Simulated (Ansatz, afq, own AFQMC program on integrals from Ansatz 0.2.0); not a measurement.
# SiH3 (doublet): quantum Monte Carlo beside coupled cluster, aug-cc-pVDZ, part 2 of 2

Ansatz 0.2.0, Gaussian basis, and an in-house AFQMC program (afq) on its integrals; all values are calculated; aug-cc-pVDZ, frozen cores. Earlier steps stand in the parts before.

## Step 10: Phaseless AFQMC, CISD trial on ROHF

It reads the integrals that the CCSD(T) run on this determinant wrote.

Started as:

```bash
> afq ham --method phaseless --trial cisd --walkers 60 --populations 1 --least-time 40 --time-step 0.005 --steps-per-block 50 --equilibration-blocks 28 --max-blocks 300 --target-error 0.00032 --factor-cut 1e-05 --start spin_pure --seed 6222 --release-times 0.24,0.5,1,1.5 --release-step 0.02 --release-every 4 --taylor-order 6
```

Output:

```text
orbitals 49  electrons 4 3  factors 391 of 529
reference energy -290.59982764 Eh
CCSD correlation -0.13106681 Eh in 10 cycles, weight of the determinant in the CISD state 0.9160
energy of the start -290.730895 Eh
 block  time / (1/Eh)  mean weight  energy / Eh
     1     0.250  1.0004  -290.729962
     2     0.500  1.0006  -290.730471
     3     0.750  1.0003  -290.732098
     4     1.000  1.0009  -290.733044
     5     1.250  1.0009  -290.735133
     6     1.500  0.9988  -290.736538
     7     1.750  0.9985  -290.741985
     8     2.000  0.9997  -290.738163
     9     2.250  1.0008  -290.734989
    10     2.500  0.9988  -290.734095
    13     3.250  1.0001  -290.735863
    17     4.250  1.0002  -290.735059
    21     5.250  0.9996  -290.735755
    25     6.250  1.0005  -290.735301
    29     7.250  0.9995  -290.733707
    33     8.250  1.0003  -290.733540
    37     9.250  0.9999  -290.734217
    41    10.250  0.9994  -290.732962
    45    11.250  0.9996  -290.734439
    49    12.250  1.0002  -290.736628
    53    13.250  1.0004  -290.733668
    57    14.250  1.0013  -290.734593
    61    15.250  0.9997  -290.734671
    65    16.250  0.9999  -290.734133
    69    17.250  0.9986  -290.736872
    73    18.250  1.0000  -290.733616
    77    19.250  0.9991  -290.734042
    81    20.250  1.0009  -290.733540
    85    21.250  0.9996  -290.733115
    89    22.250  0.9999  -290.735520
    93    23.250  0.9990  -290.734774
    97    24.250  1.0004  -290.734028
   101    25.250  0.9998  -290.734877
   105    26.250  1.0001  -290.735357
   109    27.250  1.0000  -290.737039
   113    28.250  0.9986  -290.737150
   117    29.250  0.9987  -290.733914
   121    30.250  0.9997  -290.732418
   125    31.250  1.0004  -290.735979
   129    32.250  0.9998  -290.733685
   133    33.250  1.0018  -290.733794
   137    34.250  0.9995  -290.736391
   141    35.250  0.9985  -290.735023
   145    36.250  0.9981  -290.734079
   149    37.250  0.9996  -290.733943
   153    38.250  1.0001  -290.732868
   157    39.250  0.9991  -290.736398
   161    40.250  1.0009  -290.735287
   165    41.250  0.9997  -290.733867
   169    42.250  1.0018  -290.734943
   173    43.250  0.9985  -290.733905
   177    44.250  1.0004  -290.732583
   181    45.250  1.0002  -290.733394
   185    46.250  1.0013  -290.732743
blocks merged  error / Eh  count
     1  0.000126  160
     2  0.000154  80
     4  0.000191  40
     8  0.000225  20
    16  0.000198  10
released: time / (1/Eh)  energy / Eh  error  mean overlap
  0.24  -290.734531  0.000268  0.9947
  0.50  -290.734781  0.000176  0.9845
  1.00  -290.734824  0.000188  0.9871
  1.50  -290.735045  0.000215  0.9687
energy -290.734421 +/- 0.000225 Eh
```

It took 8.3 min on 1 thread of Intel Xeon Platinum 8259CL at 2.50GHz, shared host.

Energy -7911.2866 ± 0.0061 eV. Caveats: constraint bias not in the error.

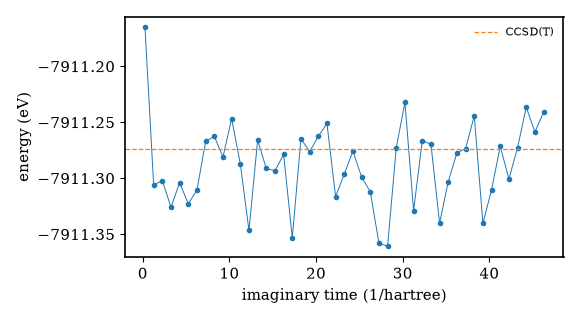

Block energies along the walk.

## Step 11: CCSD(T) on UHF

Contents of in.yaml:

```yaml
crystal:
  periodic: [false, false, false]
  atoms:
    - {symbol: Si, position_ang: [0.000001, 0.000000, -0.080385]}
    - {symbol: H, position_ang: [1.305166, -0.000195, 0.746632]}
    - {symbol: H, position_ang: [-0.652425, 1.130403, 0.746625]}
    - {symbol: H, position_ang: [-0.652756, -1.130219, 0.746613]}
basis:
  gaussian: {orbitals: aug-cc-pVDZ}
magnetization: {spin_polarized: true, initial_magnetization: 1}
correlation: {method: ccsd_t, electrons: outside_noble_gas, hamiltonian_folder: ham}
```

Started as:

```bash
> ansatz run in.yaml --threads 1 --pin off --events-out ev --progress --plain --max-ram 1843MiB
```

Output (excerpt; [...] marks lines left out):

```text
Functional definition: HF
  name "HF"
  cite "Fock, Z. Phys. 61, 126 (1930) doi:10.1007/BF01340294"
  parent pbe
[...]
529 factors; integrals over basis functions are off by at most 7.6e-4 eV
[...]
mean field -7907.66179310 eV, -290.6012108907 hartree, gradient 2.4e-6 eV, S^2 0.753891; 0 other end points of the search recorded, 0 dependent functions left out
5 core orbitals not correlated: weight in the atoms' cores, before any rotation towards them, 1.000 or more for the frozen orbitals, at most 0.000 for the correlated occupied ones
reference -7907.66179310 eV, -290.6012108907 hartree; 4, 3 occupied and 45, 46 virtual orbitals, 529 factors
second order -2.75227861 eV of doubles, -0.00000000 eV of singles
cycle   1  -3.30409488 eV  change   -5.5e-1 eV  update   5.9e-2
[...]
cycle   9  -3.52967720 eV  change    8.1e-6 eV  update   7.6e-6
perturbative correction -0.08303740 eV, -0.0030515681 hartree
Total energy: -7911.27450769 eV, -290.7339757032 hartree
```

It took 2.4 s on 1 thread of Intel Xeon Platinum 8259CL at 2.50GHz, shared host; peak memory 0.31 GiB.

From the report: ⟨S²⟩ of the determinant 0.754 (pure doublet: 0.75); correlation -3.6127 eV; T1 0.015; largest double amplitude 0.03.

This run also writes the integrals to the folder ham.

## Step 12: CCSDT(Q) on UHF

Changes to in.yaml since step 11:

```diff
@@ -10,2 +10,2 @@
 magnetization: {spin_polarized: true, initial_magnetization: 1}
-correlation: {method: ccsd_t, electrons: outside_noble_gas, hamiltonian_folder: ham}
+correlation: {method: ccsdt_q, electrons: outside_noble_gas}
```

Same command.

Output (excerpt; [...] marks lines left out):

```text
Functional definition: HF
  name "HF"
  cite "Fock, Z. Phys. 61, 126 (1930) doi:10.1007/BF01340294"
  parent pbe
[...]
947 factors; integrals over basis functions are off by at most 1.2e-7 eV
[...]
mean field -7907.66180613 eV, -290.6012113696 hartree, gradient 2.4e-6 eV, S^2 0.753891; 0 other end points of the search recorded, 0 dependent functions left out
5 core orbitals not correlated: weight in the atoms' cores, before any rotation towards them, 1.000 or more for the frozen orbitals, at most 0.000 for the correlated occupied ones
reference -7907.66180613 eV, -290.6012113696 hartree; 4, 3 occupied and 45, 46 virtual orbitals, 947 factors
second order -2.75228852 eV of doubles, -0.00000000 eV of singles
cycle   1  -3.30408276 eV  change   -5.5e-1 eV  update   6.4e-2
[...]
cycle  15  -3.63615037 eV  change    7.1e-7 eV  update   2.2e-7
perturbative correction -0.00190992 eV, -0.0000701883 hartree
Total energy: -7911.29986642 eV, -290.7349076193 hartree
```

Run time: 27 s. Hardware: 1 thread of Intel Xeon Platinum 8259CL at 2.50GHz, shared host; peak memory 0.39 GiB.

From the report: ⟨S²⟩ of the determinant 0.754 (pure doublet: 0.75); correlation -3.6381 eV; T1 0.016; largest double amplitude 0.03.

## Step 13: Phaseless AFQMC, CISD trial on UHF

It reads the integrals that the CCSD(T) run on this determinant wrote.

Started as:

```bash
> afq ham --method phaseless --trial cisd --walkers 60 --populations 1 --least-time 40 --time-step 0.005 --steps-per-block 50 --equilibration-blocks 28 --max-blocks 300 --target-error 0.00032 --factor-cut 1e-05 --start spin_pure --seed 6222 --release-times 0.24,0.5,1,1.5 --release-step 0.02 --release-every 4 --taylor-order 6
```

Output:

```text
orbitals 49  electrons 4 3  factors 391 of 529
reference energy -290.60121089 Eh
CCSD correlation -0.12971315 Eh in 10 cycles, weight of the determinant in the CISD state 0.9177
energy of the start -290.730890 Eh
 block  time / (1/Eh)  mean weight  energy / Eh
     1     0.250  1.0004  -290.730008
     2     0.500  1.0007  -290.730530
     3     0.750  1.0004  -290.732126
     4     1.000  1.0009  -290.733025
     5     1.250  1.0010  -290.735024
     6     1.500  0.9988  -290.736250
     7     1.750  0.9984  -290.740802
     8     2.000  0.9996  -290.737487
     9     2.250  1.0007  -290.734865
    10     2.500  0.9988  -290.734069
    13     3.250  1.0001  -290.735943
    17     4.250  1.0002  -290.734933
    21     5.250  0.9997  -290.735287
    25     6.250  1.0005  -290.734771
    29     7.250  0.9994  -290.733432
    33     8.250  1.0001  -290.733072
    37     9.250  1.0000  -290.733602
    41    10.250  0.9993  -290.733518
    45    11.250  0.9996  -290.735505
    49    12.250  1.0004  -290.734916
    53    13.250  1.0004  -290.733183
    57    14.250  1.0024  -290.740864
    61    15.250  0.9998  -290.735139
    65    16.250  1.0001  -290.733406
    69    17.250  0.9986  -290.733985
    73    18.250  0.9998  -290.735894
    77    19.250  0.9989  -290.734145
    81    20.250  1.0007  -290.733731
    85    21.250  0.9994  -290.733571
    89    22.250  1.0000  -290.735756
    93    23.250  0.9992  -290.734101
    97    24.250  1.0006  -290.733746
   101    25.250  0.9999  -290.734407
   105    26.250  0.9999  -290.735620
   109    27.250  1.0004  -290.737623
   113    28.250  0.9988  -290.736394
   117    29.250  0.9990  -290.734073
   121    30.250  0.9990  -290.732932
   125    31.250  1.0002  -290.736218
   129    32.250  0.9999  -290.733580
   133    33.250  1.0019  -290.733042
   137    34.250  0.9997  -290.735151
   141    35.250  0.9987  -290.734096
   145    36.250  0.9982  -290.733514
   149    37.250  0.9999  -290.733598
   153    38.250  1.0003  -290.732460
   157    39.250  0.9992  -290.735280
   161    40.250  1.0009  -290.734730
   165    41.250  0.9997  -290.734144
   169    42.250  1.0016  -290.734071
   173    43.250  0.9982  -290.732665
   177    44.250  1.0005  -290.731928
   181    45.250  1.0004  -290.732598
   185    46.250  1.0007  -290.734627
blocks merged  error / Eh  count
     1  0.000159  160
     2  0.000196  80
     4  0.000256  40
     8  0.000293  20
    16  0.000309  10
released: time / (1/Eh)  energy / Eh  error  mean overlap
  0.24  -290.734508  0.000202  1.0010
  0.50  -290.734732  0.000191  0.9917
  1.00  -290.734744  0.000162  0.9884
  1.50  -290.734935  0.000183  0.9706
energy -290.734385 +/- 0.000293 Eh
```

Run time: 8 min. Hardware: 1 thread of Intel Xeon Platinum 8259CL at 2.50GHz, shared host.

Energy -7911.2856 ± 0.0080 eV. Caveats: constraint bias not in the error.

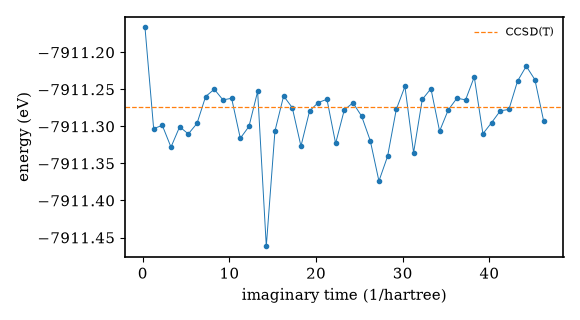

Block energies along the walk.

## Step 14: All levels side by side

On the ROHF determinant, counted from CCSDT(Q) (a yardstick, not exact):

```
                                              level  energy (eV)  from CCSDT(Q) (kJ/mol)  statistical error (kJ/mol)     time
                                                 HF   -7907.6242                  +354.6                                     
                                                MP2   -7910.4083                   +86.0                                     
                                               CCSD   -7911.1907                   +10.5                                     
                                            CCSD(T)   -7911.2743                    +2.4                                     
                                           CCSDT(Q)   -7911.2994                     0.0                                     
Phaseless AFQMC, CISD trial, step 0.005, 60 walkers   -7911.2866                    +1.2                         0.6  8.3 min
```

On the UHF determinant, counted from CCSDT(Q) (a yardstick, not exact):

```
                                              level  energy (eV)  from CCSDT(Q) (kJ/mol)  statistical error (kJ/mol)   time
                                                 HF   -7907.6618                  +351.0                                   
                                                MP2   -7910.4141                   +85.5                                   
                                               CCSD   -7911.1915                   +10.5                                   
                                            CCSD(T)   -7911.2745                    +2.4                                   
                                           CCSDT(Q)   -7911.2999                     0.0                                   
Phaseless AFQMC, CISD trial, step 0.005, 60 walkers   -7911.2856                    +1.4                         0.8  8 min
```

The functionals' totals stand on their own zeros and serve differences with other points: PBE -7919.782 eV; r2SCAN -7923.285 eV; PBE0 -7920.644 eV; B3LYP -7924.752 eV; wB97M-V -7922.989 eV; B2PLYP -7920.437 eV.

## Step 15: Results

The summary covers parts 1 to 2.

| quantity | value |
| --- | --- |
| CCSD(T) on ROHF from CCSDT(Q) | +2.4 kJ/mol |
| Phaseless AFQMC, CISD trial on ROHF from CCSDT(Q) | +1.2 ± 0.6 kJ/mol |
| CCSD(T) on UHF from CCSDT(Q) | +2.4 kJ/mol |
| Phaseless AFQMC, CISD trial on UHF from CCSDT(Q) | +1.4 ± 0.8 kJ/mol |

**Reading.** On ROHF the phaseless walk with the CISD trial lies +1.2 kJ/mol from CCSDT(Q), within three error bars. On UHF the phaseless walk with the CISD trial lies +1.4 kJ/mol from CCSDT(Q), within three error bars. Error bars are statistical and leave out the constraint, the time step and what remains of the start.
